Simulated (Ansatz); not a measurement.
**TiO2: response to strain**

Base system: TiO₂ in the rutile structure (space group P4_2/mnm, No. 136; a = 4.548 Å, c = 2.917 Å).

Strains are applied to the cell and any free atomic positions relax.

All numbers come from LDA (Ansatz, an electronic-structure program; PAW; 420 eV plane waves; no SOC).

Notes on the quantities. pressure: mean of the normal stresses, compression positive.

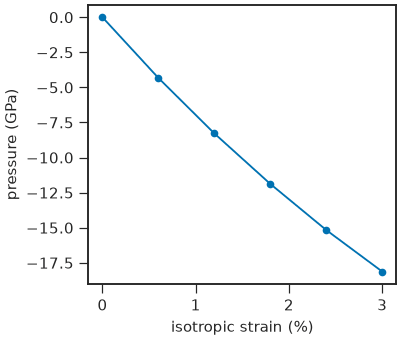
Figure: Pressure against isotropic strain

Question: From the plot, what is the pressure for isotropic strain +0.60 %?

Answer: About -4 GPa.

Question: Is the trend monotonic over the range shown?

Answer: Yes, it falls throughout, spanning -18.12 GPa to 0.00 GPa.

No phonon test of stability was made. All final runs are without spin polarisation.
